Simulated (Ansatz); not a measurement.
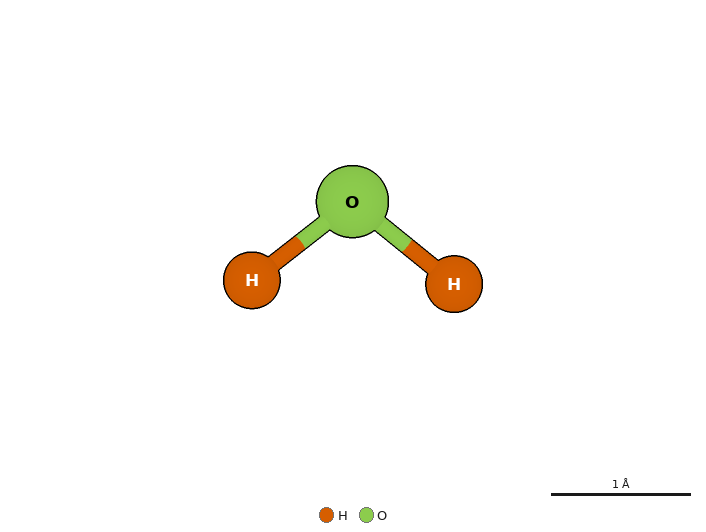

The picture shows a molecular structure as a ball-and-stick model. Every bond is drawn as one stick, whatever its order.

The geometry was computed by an optimisation with PBE0-D4/def2-TZVP.

> What is the molecular formula?

H2O, 3 atoms: 2 hydrogen and 1 oxygen.

> Which point group does it belong to?

C2v.

> Count the bonded pairs by element.

2 O–H. Sticks follow a distance rule.

The parts below concern this one geometry. Atoms keep their numbers from picture to picture.

**Electronic properties**

Level of theory: RKS PBE0-D4/def2-TZVP (Ansatz 0.2.0).

> Give the harmonic zero-point energy at this level.

56.4 kJ/mol.

> Give the dipole moment at this level.

2.07 D.

**Vibrations**

Harmonic vibrations computed with RKS PBE0-D4/def2-TZVP (Ansatz 0.2.0) at a stationary point of the same level.

> How many vibrational modes are there, and where do they lie?

3 modes: 1623, 3852, 3959 cm⁻¹.

**Charges**

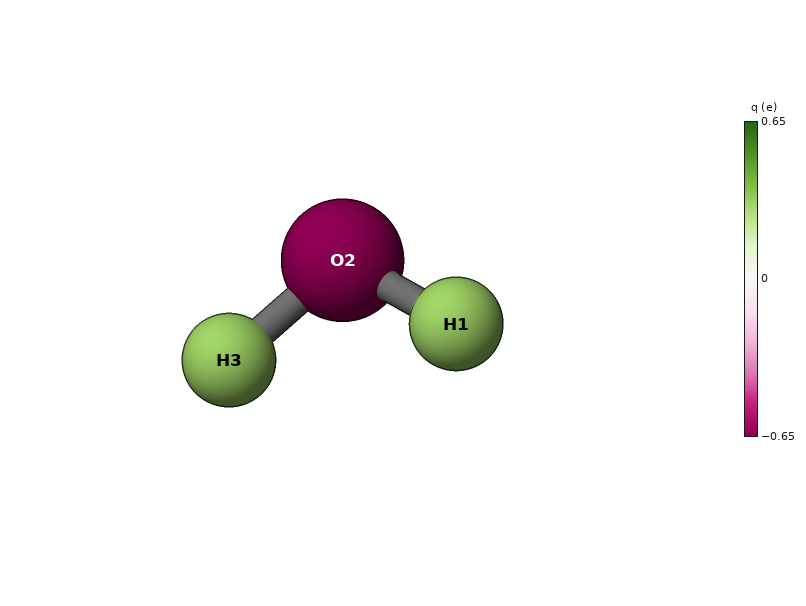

Atoms are coloured by their Mulliken charges. Method: RKS PBE0-D4/def2-TZVP (Ansatz 0.2.0).

List the Mulliken charges.

| atom | value (e) |
| --- | --- |
| H1 | 0.32 |
| O2 | −0.65 |
| H3 | 0.32 |

Mulliken values depend strongly on the basis set and can even reverse the polarity of a bond.
